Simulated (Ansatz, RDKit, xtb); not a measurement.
# Isomers of C3H5B3N4, a sample narrowed down, part 2 of 2

Which of a sample of isomers of C3H5B3N4 is the most stable in the gas at 298.15 K, and what are its properties? The sample is small against all isomers, and the most stable one of this formula need not be in it.

xtb, Ansatz and PySCF; isolated molecules. The steps go on from the part before.

## 7. Are they minima? Harmonic frequencies

The lowest few go on as finalists. In this search the thermal terms come from GFN2-xTB at its own nearest minimum. The first, c831c:

The input, start.xyz:

```xyz
15
c831c
C     -1.227470    -3.358798    -1.153146
C     -0.870699    -2.310477    -0.639106
C      2.189323     0.240023     2.670163
B     -0.420646    -0.992056     0.008479
B     -0.623824     1.506012     0.243288
B      1.053474     0.247286     1.604307
N     -1.017959     0.262753    -0.338642
N      0.424330     1.466439     1.220998
N      3.038333     0.237263     3.467334
N      0.624639    -0.965649     0.994789
H     -1.541602    -4.282567    -1.605811
H     -1.757251     0.262943    -1.032823
H     -1.147258     2.546114    -0.071168
H      0.725872     2.333354     1.651864
H      1.065210    -1.840095     1.259544
```

Run with:

```console
$ xtb start.xyz --gfn 2 --ohess tight
```

Standard output (excerpt; [...] marks lines left out):

```text
* xtb version 6.7.1
[...]
          :  # basis functions                  45          :
[...]
          :  # electrons                        46          :
[...]
          :  Hamiltonian                  GFN2-xTB          :
[...]
          :  net charge                          0          :
          :  unpaired electrons                  0          :
[...]
   *** convergence criteria satisfied after 13 iterations ***
[...]
   *** GEOMETRY OPTIMIZATION CONVERGED AFTER 6 ITERATIONS ***
[...]
   *** convergence criteria satisfied after 3 iterations ***
[...]
         ::                     SUMMARY                     ::
         :::::::::::::::::::::::::::::::::::::::::::::::::::::
         :: total energy             -24.441911554544 Eh    ::
         :: gradient norm              0.000577503255 Eh/a0 ::
         :: HOMO-LUMO gap              4.075323702148 eV    ::
         ::.................................................::
         :: SCC energy               -24.882437074416 Eh    ::
         :: -> isotropic ES            0.090842608870 Eh    ::
         :: -> anisotropic ES          0.010817428635 Eh    ::
         :: -> anisotropic XC          0.027842483610 Eh    ::
         :: -> dispersion             -0.010981104657 Eh    ::
         :: repulsion energy           0.440525519872 Eh    ::
         :: add. restraining           0.000000000000 Eh    ::
         :: total charge               0.000000000000 e     ::
         :::::::::::::::::::::::::::::::::::::::::::::::::::::
[...]
        23        2.0000           -0.3971175             -10.8061 (HOMO)
        24                         -0.2473520              -6.7308 (LUMO)
[...]
molecular dipole:
                 x           y           z       tot (Debye)
 q only:       -0.778       0.051      -0.723
   full:       -1.052      -0.052      -0.997       3.686
molecular quadrupole (traceless):
[...]
          | TOTAL ENERGY              -24.441911554540 Eh   |
          | TOTAL ENTHALPY            -24.331544928695 Eh   |
          | TOTAL FREE ENERGY         -24.377257844722 Eh   |
          | GRADIENT NORM               0.000577405625 Eh/α |
[...]
```

Wall time 1.4 s (2 threads of Intel Xeon at 2.50GHz (Skylake/Cascade Lake), shared host); peak memory 0.11 GiB.

## 8. Thermal terms of the finalists

As xtb prints them, at 298.15 K, with its own treatment of low modes:

| label | SMILES | spin | lowest mode (cm⁻¹) | zero-point (kcal/mol) | G − E (kcal/mol) |
| --- | --- | --- | --- | --- | --- |
| c831c | C#CB1NBNB(C#N)N1 | singlet | 83 | 62.5 | 40.6 |
| c570b | C#CN1BNB(C#N)NB1 | singlet | 57 | 61.4 | 40.1 |
| c555b | C#CN1BNBNB1C#N | singlet | 79 | 61.4 | 39.6 |

## 9. Last filter: a higher level

Single points at CCSD(T)/def2-SVP + MP2/def2-TZVPP - MP2/def2-SVP on the refined geometries decide the order.

c831c, CCSD(T)/def2-SVP:

The input, input.yaml:

```yaml
crystal:
  periodic: [false, false, false]
  atoms:
    - {symbol: C, position_ang: [-1.227470, -3.358798, -1.153146]}
    - {symbol: C, position_ang: [-0.870699, -2.310477, -0.639106]}
    - {symbol: C, position_ang: [2.189323, 0.240023, 2.670163]}
    - {symbol: B, position_ang: [-0.420646, -0.992056, 0.008479]}
    - {symbol: B, position_ang: [-0.623824, 1.506012, 0.243288]}
    - {symbol: B, position_ang: [1.053474, 0.247286, 1.604307]}
    - {symbol: "N", position_ang: [-1.017959, 0.262753, -0.338642]}
    - {symbol: "N", position_ang: [0.424330, 1.466439, 1.220998]}
    - {symbol: "N", position_ang: [3.038333, 0.237263, 3.467334]}
    - {symbol: "N", position_ang: [0.624639, -0.965649, 0.994789]}
    - {symbol: H, position_ang: [-1.541602, -4.282567, -1.605811]}
    - {symbol: H, position_ang: [-1.757251, 0.262943, -1.032823]}
    - {symbol: H, position_ang: [-1.147258, 2.546114, -0.071168]}
    - {symbol: H, position_ang: [0.725872, 2.333354, 1.651864]}
    - {symbol: H, position_ang: [1.065210, -1.840095, 1.259544]}
basis:
  gaussian: {orbitals: def2-SVP}
correlation: {method: ccsd_t, frozen_orbitals: {"N": 1, H: 0, B: 1, C: 1}}
```

Run with:

```console
$ ansatz run input.yaml --threads 2 --pin off --max-ram 5220MiB --events-out events.jsonl --progress --plain --runs-dir runs
```

Standard output (excerpt; [...] marks lines left out):

```text
Warning: RAYON_NUM_THREADS=2 ignored (pool sized by the plan → 2); use --threads N
Functional definition: HF
  name "HF"
[...]
1693 factors; integrals over basis functions are off by at most 1.1e-3 eV
[...]
mean field -11110.32565763 eV, -408.2969370688 hartree, gradient 2.6e-6 eV, S^2 0.000000; 0 other end points of the search recorded, 0 dependent functions left out
10 core orbitals not correlated: weight in the atoms' cores, before any rotation towards them, 1.000 or more for the frozen orbitals, at most 0.000 for the correlated occupied ones
reference -11110.32565763 eV, -408.2969370688 hartree; 23, 23 occupied and 132, 132 virtual orbitals, 1693 factors
second order -33.83370216 eV of doubles, -0.00000000 eV of singles
cycle   1  -33.87123360 eV  change   -3.8e-2 eV  update   1.5e-1
[...]
cycle  11  -35.13852194 eV  change    1.8e-5 eV  update   6.9e-6
perturbative correction -1.41929266 eV, -0.0521580433 hartree
Total energy: -11146.88347224 eV, -409.6404119757 hartree
```

Wall time 3.3 min (2 threads of Intel Xeon at 2.50GHz (Skylake/Cascade Lake), shared host); peak memory 2 GiB.

## 10. c831c at MP2/def2-TZVPP

input.yaml, as its differences from that of step 9:

```diff
@@ -9,5 +9,5 @@
     - {symbol: B, position_ang: [1.053474, 0.247286, 1.604307]}
-    - {symbol: "N", position_ang: [-1.017959, 0.262753, -0.338642]}
+    - {symbol: N, position_ang: [-1.017959, 0.262753, -0.338642]}
     - {symbol: "N", position_ang: [0.424330, 1.466439, 1.220998]}
-    - {symbol: "N", position_ang: [3.038333, 0.237263, 3.467334]}
+    - {symbol: N, position_ang: [3.038333, 0.237263, 3.467334]}
     - {symbol: "N", position_ang: [0.624639, -0.965649, 0.994789]}
@@ -19,3 +19,4 @@
 basis:
-  gaussian: {orbitals: def2-SVP}
-correlation: {method: ccsd_t, frozen_orbitals: {"N": 1, H: 0, B: 1, C: 1}}
+  gaussian: {orbitals: def2-TZVPP}
+magnetization: {spin_polarized: false}
+correlation: {method: mp2, frozen_orbitals: {"N": 1, H: 0, B: 1, C: 1}}
```

Run with:

```console
$ ansatz run input.yaml --threads 2 --pin off --max-ram 5220MiB --events-out events.jsonl --progress --plain --runs-dir runs
```

Standard output:

```text
Warning: RAYON_NUM_THREADS=2 ignored (pool sized by the plan → 2); use --threads N
[... 2 set-up lines as earlier in the session ...]
  exchange = exact_x
  correlation = 0
2327 factors; integrals over basis functions are off by at most 8.9e-4 eV
mean field evaluation 1: about -11114.2502 eV, gradient 6.0e1 eV
mean field evaluation 2: about -11114.7203 eV, gradient 6.0e1 eV
mean field evaluation 4: about -11122.6587 eV, gradient 8.0e0 eV
mean field evaluation 8: about -11122.8434 eV, gradient 5.5e-1 eV
mean field -11122.84464005 eV, -408.7570011871 hartree, gradient 2.9e-6 eV, S^2 0.000000; 0 other end points of the search recorded, 0 dependent functions left out
10 core orbitals not correlated: weight in the atoms' cores, before any rotation towards them, 1.000 or more for the frozen orbitals, at most 0.000 for the correlated occupied ones
reference -11122.84464005 eV, -408.7570011871 hartree; 23, 23 occupied and 347, 347 virtual orbitals, 2327 factors
second order -41.20468126 eV of doubles, -0.00000000 eV of singles
Total energy: -11164.04932131 eV, -410.2712452938 hartree
```

It took 53 s on 2 threads of Intel Xeon at 2.50GHz (Skylake/Cascade Lake), shared host; peak memory 1.5 GiB.

## 11. c570b at CCSD(T)/def2-SVP

The input, input.yaml:

```yaml
basis:
  gaussian:
    orbitals: def2-SVP
crystal:
  periodic: [false, false, false]
  atoms:
    - {symbol: C, position_ang: [2.007677, 2.912220, 0.364190]}
    - {symbol: C, position_ang: [1.180344, 2.024805, 0.329363]}
    - {symbol: C, position_ang: [-2.759578, -2.200259, 0.163244]}
    - {symbol: B, position_ang: [-0.474763, 0.790414, -0.943163]}
    - {symbol: B, position_ang: [-1.699712, -1.063917, 0.207926]}
    - {symbol: B, position_ang: [0.017052, 0.236393, 1.483085]}
    - {symbol: N, position_ang: [0.254842, 1.032161, 0.290367]}
    - {symbol: N, position_ang: [-1.437198, -0.261563, -0.939643]}
    - {symbol: "N", position_ang: [-3.553638, -3.051523, 0.129723]}
    - {symbol: N, position_ang: [-0.963414, -0.795278, 1.397591]}
    - {symbol: H, position_ang: [2.738994, 3.696613, 0.394911]}
    - {symbol: H, position_ang: [-0.262379, 1.460282, -1.917588]}
    - {symbol: H, position_ang: [-1.953327, -0.440573, -1.794514]}
    - {symbol: H, position_ang: [-1.138875, -1.358051, 2.223265]}
    - {symbol: H, position_ang: [0.631553, 0.453244, 2.492391]}
correlation:
  method: ccsd_t
  frozen_orbitals: {"N": 1, H: 0, B: 1, C: 1}
```

Run with:

```console
$ ansatz run input.yaml --threads 2 --pin off --max-ram 5220MiB --events-out events.jsonl --progress --plain --runs-dir runs
```

Standard output (excerpt; [...] marks lines left out):

```text
Warning: RAYON_NUM_THREADS=2 ignored (pool sized by the plan → 2); use --threads N
[... 2 set-up lines as earlier in the session ...]
[...]
1694 factors; integrals over basis functions are off by at most 1.2e-3 eV
[...]
mean field -11109.19909775 eV, -408.2555367566 hartree, gradient 2.4e-6 eV, S^2 0.000000; 0 other end points of the search recorded, 0 dependent functions left out
10 core orbitals not correlated: weight in the atoms' cores, before any rotation towards them, 1.000 or more for the frozen orbitals, at most 0.000 for the correlated occupied ones
reference -11109.19909775 eV, -408.2555367566 hartree; 23, 23 occupied and 132, 132 virtual orbitals, 1694 factors
second order -33.78446618 eV of doubles, -0.00000000 eV of singles
cycle   1  -33.83501662 eV  change   -5.1e-2 eV  update   1.5e-1
[...]
cycle  11  -35.11673022 eV  change    5.0e-5 eV  update   1.2e-5
perturbative correction -1.41643878 eV, -0.0520531650 hartree
Total energy: -11145.73226675 eV, -409.5981059543 hartree
```

It took 3.3 min on 2 threads of Intel Xeon at 2.50GHz (Skylake/Cascade Lake), shared host; peak memory 2 GiB.

## 12. The ranking

Energies in kcal/mol from c831c; G adds the thermal terms to the CCSD(T)/def2-SVP + MP2/def2-TZVPP - MP2/def2-SVP energy. The columns left of the relaxed level are at the tight-binding geometries.

| label | SMILES | spin | GFN2-xTB | HF/STO-3G | r2SCAN-D4/def2-SVP | r2SCAN-D4/def2-SVP, relaxed | HF/def2-SVP | MP2/def2-SVP | CCSD(T)/def2-SVP + MP2/def2-TZVPP - MP2/def2-SVP | G | share at equilibrium | T1 |
| --- | --- | --- | --- | --- | --- | --- | --- | --- | --- | --- | --- | --- |
| c831c | C#CB1NBNB(C#N)N1 | singlet | 0.0 | 0.0 | 0.0 | 0.0 | 0.0 | 0.0 | 0.0 | 0.0 | 100.0 % | 0.016 |
| c570b | C#CN1BNB(C#N)NB1 | singlet | -5.0 | 20.7 | 27.1 | 26.7 | 26.0 | 27.1 | 27.8 | 27.3 | < 0.1 % | 0.016 |
| c555b | C#CN1BNBNB1C#N | singlet | -4.6 | 21.3 | 27.8 | 27.4 | 27.6 | 27.3 | 28.5 | 27.5 | < 0.1 % | 0.016 |

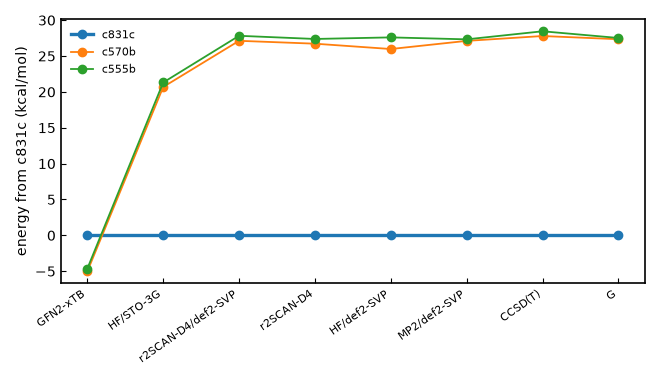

The finalists at each level, measured from c831c.

Lowest found: c831c, `C#CB1NBNB(C#N)N1`, a singlet. Bond lengths: C1–C2 1.221 Å, C2–B4 1.536 Å, C3–B6 1.558 Å, B4–N7 1.432 Å, B5–N7 1.428 Å, B5–N8 1.434 Å, B6–N8 1.424 Å, C3–N9 1.165 Å, B4–N10 1.437 Å, B6–N10 1.424 Å, C1–H11 1.076 Å, N7–H12 1.014 Å, B5–H13 1.206 Å, N8–H14 1.014 Å, N10–H15 1.014 Å. Some angles: C1–C2–B4 179.9°, C2–B4–N7 121.8°, C2–B4–N10 121.2°, N7–B4–N10 117.0°, C3–B6–N8 120.7°, C3–B6–N10 120.6°, N8–B6–N10 118.7°, B6–C3–N9 179.9°, B4–N7–B5 123.3°, N7–B5–N8 117.1°.

```xyz
15

C    -1.2275   -3.3588   -1.1531
C    -0.8707   -2.3105   -0.6391
C     2.1893    0.2400    2.6702
B    -0.4206   -0.9921    0.0085
B    -0.6238    1.5060    0.2433
B     1.0535    0.2473    1.6043
N    -1.0180    0.2628   -0.3386
N     0.4243    1.4664    1.2210
N     3.0383    0.2373    3.4673
N     0.6246   -0.9656    0.9948
H    -1.5416   -4.2826   -1.6058
H    -1.7573    0.2629   -1.0328
H    -1.1473    2.5461   -0.0712
H     0.7259    2.3334    1.6519
H     1.0652   -1.8401    1.2595
```

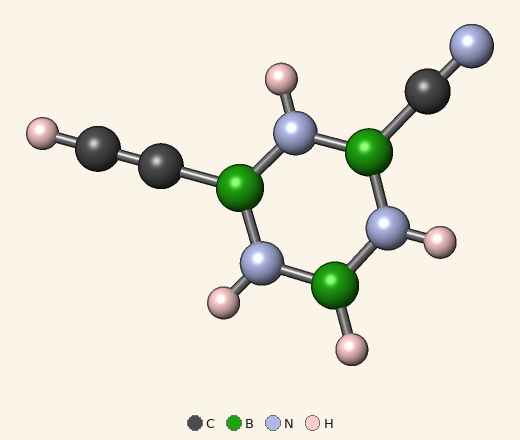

The lowest structure found, seen from a chosen angle (carbon dark grey, boron green, nitrogen light blue, hydrogen pink).

## 13. What came out

The summary covers parts 1 to 2.

| quantity | value |
| --- | --- |
| lowest structure found | C#CB1NBNB(C#N)N1, singlet |
| next finalist | C#CN1BNB(C#N)NB1, singlet, 27.3 kcal/mol higher in G |
| share at equilibrium, among the finalists | 100.0 % |
| funnel | 9 starts, 3 minima at GFN2-xTB from these starts (6 with those found later), 6 screening runs, 3 relaxed, 3 ranked |
| CPU time of all runs | 32 min |

`C#CB1NBNB(C#N)N1` comes out lowest. Among the finalists first place is clear (27.3 kcal/mol); structures outside the list aren't covered. HF/STO-3G, r2SCAN-D4/def2-SVP, r2SCAN-D4/def2-SVP, relaxed, HF/def2-SVP and MP2/def2-SVP already put its bonding pattern lowest among the structures in one piece; GFN2-xTB favours the singlet C#CN1BNB(C#N)NB1. The largest share of the time went into the final energies (78 % of the CPU time that the search's summary counts). Lowest found is not proven lowest: the search is finite, and each finalist counts with one conformer. Only 3 drawn patterns were tried, so whole families of isomers are missing, and the result ranks this sample alone. The lowest isomer need not be the one that is made and kept in a bottle, which depends on barriers.
